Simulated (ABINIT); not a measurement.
# How the form of the self-energy moves the gap of KI (Fm-3m)

Aim: compare treatments of exchange, screening and correlation for the gap of KI (Fm-3m).

Main program and level: ABINIT 10.8.3; PBE and many-body steps on it, plane waves.

**1. The structure**

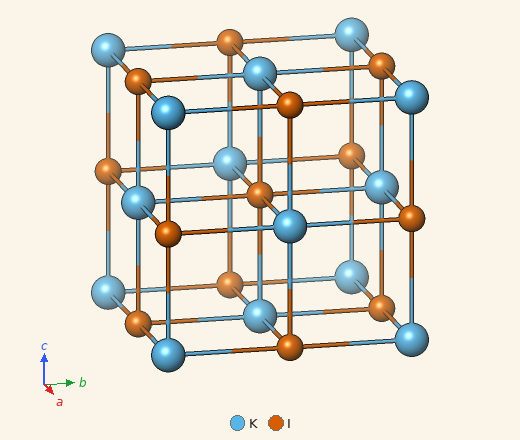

The cell as given, slightly off an axis (potassium blue, iodine orange). This picture shows the conventional cell, with its axes. Some periodic images of atoms are drawn too.

The cell and positions come from the Crystallography Open Database and are kept as given unless a step says otherwise. Spin-orbit coupling is left out unless a step names it.

**2. Empty states on the mesh, 4×4×4 mesh, 411 bands**

This step: ABINIT 10.8.3; DFT, PBE, plane waves, norm-conserving pseudopotentials.

The sums over transitions need many empty states on a uniform mesh; this step solves for them.

Input file run.abi:

```
acell 3*1.0 Angstrom
rprim 
  0.000000000000 3.532775000000 3.532775000000
  3.532775000000 0.000000000000 3.532775000000
  3.532775000000 3.532775000000 -0.000000000000
ntypat 2
znucl 19 53
natom 2
typat 1 2
xred 
  0.000000000000 0.000000000000 0.000000000000
  0.500000000000 0.500000000000 0.500000000000
pp_dirpath "pseudos"
pseudos "K.upf, I.upf"
ecut 33
ngkpt 4 4 4
nshiftk 1
shiftk 0 0 0
kptopt 1
chksymbreak 0
iscf -2
irdden 1
istwfk *1
nband 411
nbdbuf 36
tolwfr 1e-09
nstep 60
prtvol 0
indata_prefix "in"
outdata_prefix "out"
tmpdata_prefix "tmp"
```

Started as:

```console
$ OMP_NUM_THREADS=1 mpirun -n 4 abinit run.abi > log
```

Numbers of over 12 decimals in the logs are rounded to 6 here.

What it wrote:

```text
.Version 10.8.3 of ABINIT. v10.8.2 released Aug 2026.

 Symmetries : space group Fm -3 m (#225); Bravais cF (face-center cubic)
[... echo of the input left out ...]
== DATASET  1 ==================================================================
-   mpi_nproc: 4, omp_nthreads: 1 (-1 if OMP is not activated)

--- !DatasetInfo
iteration_state: {dtset: 1, }
dimensions: {natom: 2, nkpt: 8, mband: 411, nsppol: 1, nspinor: 1, nspden: 1, mpw: 5434, }
cutoff_energies: {ecut:  33.0, pawecutdg:  -1.0, }
[...]
5.55162    5.55162    5.55859    5.55859    5.55859    5.56683    5.56683    5.56683
   5.57758    5.62667    5.63720    5.63745    5.63747    5.63751    5.63778    5.63787
   5.64005    5.64005    5.64034
 prteigrs : prtvol=0 or 1, do not print more k-points.

== END DATASET(S) ==============================================================
================================================================================

 -outvars: echo values of variables after computation  --------
            nband         411
             nkpt           8
          spgroup         225
 [... the other variables as echoed above ...]

 Calculation completed.
```

Elapsed: 5.2 min, on 4 MPI ranks of Arm Neoverse V1, shared host; peak memory 0.59 GiB; 21 min of CPU time.

Numbers from this step:

| Quantity | Value |
| --- | --- |
| gap | 3.962 eV |
| k of the valence top | 0, 0, 0 |
| k of the conduction bottom | 0, 0, 0 |
| least direct gap | 3.962 eV |
| k points computed | 8 |
| lowest point of the top converged band, above the valence top | 143.2116 eV |

On this mesh the gap is 3.962 eV.

The density comes from a self-consistent run that is not shown.

**3. Screening, 4×4×4 mesh, 375 bands, screening to 228.6 eV**

The RPA dielectric matrix is built and inverted for each q.

This step: RPA screening on PBE, plane waves, norm-conserving pseudopotentials.

run.abi: that of step 2 with these lines changed.

```diff
@@ -20,10 +20,11 @@
 chksymbreak 0
-iscf -2
-irdden 1
 istwfk *1
-nband 411
-nbdbuf 36
-tolwfr 1e-09
-nstep 60
-prtvol 0
+occopt 1
+irdwfk 1
+optdriver 3
+nband 375
+ecuteps 8.4
+inclvkb 2
+awtr 1
+symchi 1
 indata_prefix "in"
```

What it wrote:

```text
.Version 10.8.3 of ABINIT. v10.8.2 released Aug 2026.

 Symmetries : space group Fm -3 m (#225); Bravais cF (face-center cubic)
[... echo of the input left out ...]
== DATASET  1 ==================================================================
-   mpi_nproc: 4, omp_nthreads: 1 (-1 if OMP is not activated)

--- !DatasetInfo
iteration_state: {dtset: 1, }
dimensions: {natom: 2, nkpt: 8, mband: 375, nsppol: 1, nspinor: 1, nspden: 1, mpw: 5434, }
cutoff_energies: {ecut:  33.0, pawecutdg:  -1.0, }
electrons: {nelect:   1.60000000E+01, charge:   0.00000000E+00, occopt:   1.00000000E+00, tsmear:   1.00000000E-02, }

 SCREENING: Calculation of the susceptibility and dielectric matrices

 Based on a program developped by R.W. Godby, V. Olevano, G. Onida, and L. Reining.
 Incorporated in ABINIT by V. Olevano, G.-M. Rignanese, and M. Torrent.
.Using double precision arithmetic ; gwpc =  8

[... cell and pseudopotentials left out ...]
--------------------------------------------------------------------------------

 ==== K-mesh for the wavefunctions ====
 Number of points in the irreducible wedge :     8
[... list of points left out ...]
 Together with 48 symmetry operations and time-reversal symmetry
 yields    64 points in the full Brillouin Zone.

 ==== Q-mesh for the screening function ====
 Number of points in the irreducible wedge :     8
[... list of points left out ...]
 Together with 48 symmetry operations and time-reversal symmetry
 yields    64 points in the full Brillouin Zone.

 setmesh: FFT mesh size selected  =    40x   40x   40
          total number of points  =        64000

 vcoul_init : cutoff-mode = AUXILIARY_FUNCTION
 q-points for optical limit:   1
     1)      0.000010    0.000020    0.000030

- screening: taking advantage of time-reversal symmetry
- Maximum band index for partially occupied states nbvw = 8
- Remaining bands to be divided among processors   nbcw = 367
- Number of bands treated by each node ~91

 Number of electrons calculated from density =   16.0000; Expected =   16.0000
 average of density, n =  0.026887
 r_s =    2.0707
 omega_plasma =   15.8172 [eV]

 calculating chi0 at frequencies [eV] :
  1    0.000000E+00    0.000000E+00
  2    0.000000E+00    1.581715E+01

--------------------------------------------------------------------------------
  q-point number  1        q = ( 0.000000, 0.000000, 0.000000) [r.l.u.]
--------------------------------------------------------------------------------
[... chi0 elements left out ...]
 For q-point:  0.000010 0.000020 0.000030
  dielectric constant =   2.6562
  dielectric constant without local fields =   3.2762

  Average fulfillment of the sum rule on Im[epsilon] for q-point    1 :     92.20  [%]
[... wings left out ...]
  q-point number  2        q = ( 0.250000, 0.000000, 0.000000) [r.l.u.]
--------------------------------------------------------------------------------
[... chi0 elements left out ...]
  Average fulfillment of the sum rule on Im[epsilon] for q-point    2 :     95.86  [%]

 [... 6 further q-points ...]
```

Wall time 5.5 min (4 MPI ranks); peak memory 4 GiB; 22 min of CPU time.

Numbers from this step:

```yaml
eps_infinity_with_local_fields_on_this_mesh_along_the_program_s_q_direction: 2.656
the_same_without_local_fields: 3.276
plasma_frequency: 15.82 eV
plane_waves_in_the_screening_matrix: 701
```

Local fields lower ε∞ by 19 %.

**4. G0W0, Godby-Needs plasmon pole**

The self-energy is evaluated for the states that the input lists, and the levels follow from it, in one-shot runs by the linearised quasiparticle equation.

This step: G0W0 on PBE, plane waves, norm-conserving pseudopotentials.

run.abi: that of step 3 with these lines changed.

```diff
@@ -23,8 +23,15 @@
 irdwfk 1
-optdriver 3
+optdriver 4
 nband 375
+gwcalctyp 0
+ecutsigx 33
+symsigma 1
+nkptgw 1
+kptgw 
+  0.0000000000 0.0000000000 0.0000000000
+bdgw 
+  6 12
 ecuteps 8.4
-inclvkb 2
-awtr 1
-symchi 1
+irdscr 1
+ppmodel 1
 indata_prefix "in"
```

What it wrote:

```text
.Version 10.8.3 of ABINIT. v10.8.2 released Aug 2026.

 Symmetries : space group Fm -3 m (#225); Bravais cF (face-center cubic)
[... echo of the input left out ...]
== DATASET  1 ==================================================================
-   mpi_nproc: 4, omp_nthreads: 1 (-1 if OMP is not activated)

--- !DatasetInfo
iteration_state: {dtset: 1, }
dimensions: {natom: 2, nkpt: 8, mband: 375, nsppol: 1, nspinor: 1, nspden: 1, mpw: 5434, }
cutoff_energies: {ecut:  33.0, pawecutdg:  -1.0, }
electrons: {nelect:   1.60000000E+01, charge:   0.00000000E+00, occopt:   1.00000000E+00, tsmear:   1.00000000E-02, }

 SIGMA: Calculation of the GW corrections

 Based on a program developped by R.W. Godby, V. Olevano, G. Onida, and L. Reining.
 Incorporated in ABINIT by V. Olevano, G.-M. Rignanese, and M. Torrent.
.Using double precision arithmetic ; gwpc =  8

[... cell and pseudopotentials left out ...]
--------------------------------------------------------------------------------

 ==== K-mesh for the wavefunctions ====
 Number of points in the irreducible wedge :     8
[... list of points left out ...]
 Together with 48 symmetry operations and time-reversal symmetry
 yields    64 points in the full Brillouin Zone.

 ==== Q-mesh for screening function ====
 Number of points in the irreducible wedge :     8
[... list of points left out ...]
 Together with 48 symmetry operations and time-reversal symmetry
 yields    64 points in the full Brillouin Zone.

 vcoul_init : cutoff-mode = AUXILIARY_FUNCTION
 q-points for optical limit:   1
     1)      0.000010    0.000020    0.000030
 setmesh: FFT mesh size selected  =    50x   50x   50
          total number of points  =       125000

 Number of electrons calculated from density =   16.0000; Expected =   16.0000
 average of density, n =  0.026887
 r_s =    2.0707
 omega_plasma =   15.8172 [eV]

 === KS Band Gaps ===
  >>>> For spin  1
   Minimum direct gap =   3.9625 [eV], located at k-point      :   0.0000  0.0000  0.0000
   Fundamental gap    =   3.9625 [eV], Top of valence bands at :   0.0000  0.0000  0.0000
                                       Bottom of conduction at :   0.0000  0.0000  0.0000
 SIGMA fundamental parameters:
 PLASMON POLE MODEL  1
 number of plane-waves for SigmaX                 5329
 number of plane-waves for SigmaC and W            701
 number of plane-waves for wavefunctions          5329
 number of bands                                   375
 number of independent spin polarizations            1
 number of spinorial components                      1
 number of k-points in IBZ                           8
 number of q-points in IBZ                           8
 number of symmetry operations                      48
 number of k-points in BZ                           64
 number of q-points in BZ                           64
 number of frequencies for dSigma/dE                 9
 frequency step for dSigma/dE [eV]                0.25
 number of omega for Sigma on real axis              0
 max omega for Sigma on real axis  [eV]           0.00
 zcut for avoiding poles [eV]                     0.10

 EPSILON^-1 parameters (SCR file):
 dimension of the eps^-1 matrix on file            701
 dimension of the eps^-1 matrix used               701
 number of plane-waves for wavefunctions          5329
 number of bands                                   375
 number of q-points in IBZ                           8
 number of frequencies                               2
 number of real frequencies                          1
 number of imag frequencies                          1

 matrix elements of self-energy operator (all in [eV])

 Perturbative Calculation

--- !SelfEnergy_ee
iteration_state: {dtset: 1, }
kpoint     : [   0.000,    0.000,    0.000, ]
spin       : 1
KS_gap     :    3.962
QP_gap     :    6.092
Delta_QP_KS:    2.129
data: !SigmaeeData |
     Band     E0 <VxcDFT>   SigX SigC(E0)      Z dSigC/dE  Sig(E)    E-E0       E
        6   0.119 -11.176 -14.233   1.015   0.808  -0.237 -12.826  -1.651  -1.532
        7   0.119 -11.176 -14.233   1.015   0.808  -0.237 -12.826  -1.651  -1.532
        8   0.119 -11.176 -14.233   1.015   0.808  -0.237 -12.826  -1.651  -1.532
        9   4.081  -6.410  -2.934  -2.913   0.850  -0.176  -5.931   0.479   4.560
       10   6.624  -7.766  -3.475  -3.098   0.843  -0.187  -6.761   1.004   7.628
       11   6.624  -7.766  -3.475  -3.098   0.843  -0.187  -6.761   1.004   7.628
       12   6.624  -7.766  -3.475  -3.098   0.843  -0.187  -6.761   1.004   7.628

== END DATASET(S) ==============================================================
================================================================================

 -outvars: echo values of variables after computation  --------
           etotal      0.0000000000E+00
            nband         375
             nkpt           8
          spgroup         225
 [... the other variables as echoed above ...]

 Calculation completed.
```

Run time: 2.1 min. Hardware: 4 MPI ranks; peak memory 4.6 GiB.

Numbers from this step:

```yaml
g0w0_gap_on_the_points_computed: 6.092 eV
starting_gap_on_the_mesh: 3.962 eV
k_of_the_valence_top: 0, 0, 0
k_of_the_conduction_bottom: 0, 0, 0
z_at_the_valence_top: 0.808
z_at_the_conduction_bottom: 0.85
least_direct_g0w0_gap_on_the_computed_points: 6.092 eV
```

The gap on the mesh goes from 3.96 eV to 6.09 eV, a correction of +2.13 eV.

**5. G0W0, Hybertsen-Louie plasmon pole**

run.abi: that of step 4 with these lines changed.

```diff
@@ -35,3 +35,3 @@
 irdscr 1
-ppmodel 1
+ppmodel 2
 indata_prefix "in"
```

What it wrote:

```text
.Version 10.8.3 of ABINIT. v10.8.2 released Aug 2026.

 Symmetries : space group Fm -3 m (#225); Bravais cF (face-center cubic)
[... echo of the input left out ...]
== DATASET  1 ==================================================================
-   mpi_nproc: 4, omp_nthreads: 1 (-1 if OMP is not activated)

--- !DatasetInfo
iteration_state: {dtset: 1, }
dimensions: {natom: 2, nkpt: 8, mband: 375, nsppol: 1, nspinor: 1, nspden: 1, mpw: 5434, }
cutoff_energies: {ecut:  33.0, pawecutdg:  -1.0, }
electrons: {nelect:   1.60000000E+01, charge:   0.00000000E+00, occopt:   1.00000000E+00, tsmear:   1.00000000E-02, }

 SIGMA: Calculation of the GW corrections

 Based on a program developped by R.W. Godby, V. Olevano, G. Onida, and L. Reining.
 Incorporated in ABINIT by V. Olevano, G.-M. Rignanese, and M. Torrent.
.Using double precision arithmetic ; gwpc =  8

[... cell and pseudopotentials left out ...]
--------------------------------------------------------------------------------

 ==== K-mesh for the wavefunctions ====
 Number of points in the irreducible wedge :     8
[... list of points left out ...]
 Together with 48 symmetry operations and time-reversal symmetry
 yields    64 points in the full Brillouin Zone.

 ==== Q-mesh for screening function ====
 Number of points in the irreducible wedge :     8
[... list of points left out ...]
 Together with 48 symmetry operations and time-reversal symmetry
 yields    64 points in the full Brillouin Zone.

 vcoul_init : cutoff-mode = AUXILIARY_FUNCTION
 q-points for optical limit:   1
     1)      0.000010    0.000020    0.000030
 setmesh: FFT mesh size selected  =    50x   50x   50
          total number of points  =       125000

 Number of electrons calculated from density =   16.0000; Expected =   16.0000
[...]
number of q-points in BZ                           64
 number of frequencies for dSigma/dE                 9
 frequency step for dSigma/dE [eV]                0.25
 number of omega for Sigma on real axis              0
 max omega for Sigma on real axis  [eV]           0.00
 zcut for avoiding poles [eV]                     0.10

 EPSILON^-1 parameters (SCR file):
 dimension of the eps^-1 matrix on file            701
 dimension of the eps^-1 matrix used               701
 number of plane-waves for wavefunctions          5329
 number of bands                                   375
 number of q-points in IBZ                           8
 number of frequencies                               2
 number of real frequencies                          1
 number of imag frequencies                          1

 matrix elements of self-energy operator (all in [eV])

 Perturbative Calculation

--- !SelfEnergy_ee
iteration_state: {dtset: 1, }
kpoint     : [   0.000,    0.000,    0.000, ]
spin       : 1
KS_gap     :    3.962
QP_gap     :    6.181
Delta_QP_KS:    2.218
data: !SigmaeeData |
     Band     E0 <VxcDFT>   SigX SigC(E0)      Z dSigC/dE  Sig(E)    E-E0       E
        6   0.119 -11.176 -14.233   0.745   0.852  -0.173 -13.147  -1.971  -1.853
        7   0.119 -11.176 -14.233   0.745   0.852  -0.173 -13.147  -1.971  -1.853
        8   0.119 -11.176 -14.233   0.745   0.852  -0.173 -13.147  -1.971  -1.853
        9   4.081  -6.410  -2.934  -3.193   0.874  -0.144  -6.162   0.247   4.328
       10   6.624  -7.766  -3.475  -3.436   0.867  -0.154  -7.025   0.741   7.364
       11   6.624  -7.766  -3.475  -3.436   0.867  -0.154  -7.025   0.741   7.364
       12   6.624  -7.766  -3.475  -3.436   0.867  -0.154  -7.025   0.741   7.364

== END DATASET(S) ==============================================================
================================================================================

 -outvars: echo values of variables after computation  --------
           etotal      0.0000000000E+00
            nband         375
             nkpt           8
          spgroup         225
 [... the other variables as echoed above ...]

 Calculation completed.
```

Run time: 2 min. Hardware: 4 MPI ranks; peak memory 4.4 GiB; 7.9 min of CPU time.

Numbers from this step:

```yaml
g0w0_gap_on_the_points_computed: 6.181 eV
starting_gap_on_the_mesh: 3.962 eV
k_of_the_valence_top: 0, 0, 0
k_of_the_conduction_bottom: 0, 0, 0
z_at_the_valence_top: 0.852
z_at_the_conduction_bottom: 0.874
least_direct_g0w0_gap_on_the_computed_points: 6.181 eV
```

Against G0W0 in ABINIT (4×4×4 mesh, 375 bands, screening to 228.6 eV, Godby-Needs plasmon pole), the gap moves by +0.089 eV.

**6. G0W0, von der Linden-Horsch plasmon pole**

run.abi: that of step 5 with these lines changed.

```diff
@@ -35,3 +35,3 @@
 irdscr 1
-ppmodel 2
+ppmodel 3
 indata_prefix "in"
```

What it wrote:

```text
.Version 10.8.3 of ABINIT. v10.8.2 released Aug 2026.

 Symmetries : space group Fm -3 m (#225); Bravais cF (face-center cubic)
[... echo of the input left out ...]
== DATASET  1 ==================================================================
-   mpi_nproc: 4, omp_nthreads: 1 (-1 if OMP is not activated)

--- !DatasetInfo
iteration_state: {dtset: 1, }
dimensions: {natom: 2, nkpt: 8, mband: 375, nsppol: 1, nspinor: 1, nspden: 1, mpw: 5434, }
cutoff_energies: {ecut:  33.0, pawecutdg:  -1.0, }
[...]
10   6.624  -7.766  -3.475  -3.450   0.892  -0.121  -7.017   0.749   7.373
       11   6.624  -7.766  -3.475  -3.450   0.892  -0.121  -7.017   0.749   7.373
       12   6.624  -7.766  -3.475  -3.450   0.892  -0.121  -7.017   0.749   7.373

== END DATASET(S) ==============================================================
================================================================================

 -outvars: echo values of variables after computation  --------
           etotal      0.0000000000E+00
            nband         375
             nkpt           8
          spgroup         225
 [... the other variables as echoed above ...]

 Calculation completed.
```

The job ended after 51 s (4 MPI ranks; peak memory 4 GiB).

This step gave:

```
G0W0 gap on the points computed              : 6.28 eV
starting gap on the mesh                     : 3.962 eV
k of the valence top                         : 0, 0, 0
k of the conduction bottom                   : 0, 0, 0
least direct G0W0 gap on the computed points : 6.28 eV
```

Against G0W0 in ABINIT (4×4×4 mesh, 375 bands, screening to 228.6 eV, Godby-Needs plasmon pole), the gap moves by +0.188 eV.

**7. G0W0, Engel-Farid plasmon pole**

run.abi: that of step 6 with these lines changed.

```diff
@@ -35,3 +35,3 @@
 irdscr 1
-ppmodel 3
+ppmodel 4
 indata_prefix "in"
```

What it wrote:

```text
.Version 10.8.3 of ABINIT. v10.8.2 released Aug 2026.

 Symmetries : space group Fm -3 m (#225); Bravais cF (face-center cubic)
[... echo of the input left out ...]
== DATASET  1 ==================================================================
-   mpi_nproc: 4, omp_nthreads: 1 (-1 if OMP is not activated)

--- !DatasetInfo
iteration_state: {dtset: 1, }
dimensions: {natom: 2, nkpt: 8, mband: 375, nsppol: 1, nspinor: 1, nspden: 1, mpw: 5434, }
cutoff_energies: {ecut:  33.0, pawecutdg:  -1.0, }
[...]
10   6.624  -7.766  -3.475  -3.209   0.847  -0.180  -6.850   0.916   7.540
       11   6.624  -7.766  -3.475  -3.209   0.847  -0.180  -6.850   0.916   7.540
       12   6.624  -7.766  -3.475  -3.209   0.847  -0.180  -6.850   0.916   7.540

== END DATASET(S) ==============================================================
================================================================================

 -outvars: echo values of variables after computation  --------
           etotal      0.0000000000E+00
            nband         375
             nkpt           8
          spgroup         225
 [... the other variables as echoed above ...]

 Calculation completed.
```

Elapsed: 50 s, on 4 MPI ranks; peak memory 4.1 GiB.

Numbers from this step:

* G0W0 gap on the points computed: 6.15 eV
* starting gap on the mesh: 3.962 eV
* k of the valence top: 0, 0, 0
* k of the conduction bottom: 0, 0, 0
* least direct G0W0 gap on the computed points: 6.15 eV

Against G0W0 in ABINIT (4×4×4 mesh, 375 bands, screening to 228.6 eV, Godby-Needs plasmon pole), the gap moves by +0.058 eV.

[end of part 1 of 2]

[Paths, hosts, dates, memory and timing lines, banners, echoed tables and standing remarks are left out of the program output.]

[Logs are printed without paths, hosts, clocks, repeated set-up lines and the standing remarks that a program may print on its own settings, such as how far it seeks lower states.]

[Runs of the session that timed out or met a known fault of the program may be left out.]

[Hosts, paths, dates, database ids (printed as entryN), source tags and the programs' standing remarks are cut or masked in the printed files.]

[G0W0 gaps are taken among the corrected bands and points alone; a level outside them can change the order at an edge.]

[Where Ansatz stands beside ABINIT at settings called matched, ABINIT's density can come from a denser mesh and the files from another edition; pairs whose starting gaps differed by over 0.03 eV were left out, so agreement reads better than it is.]
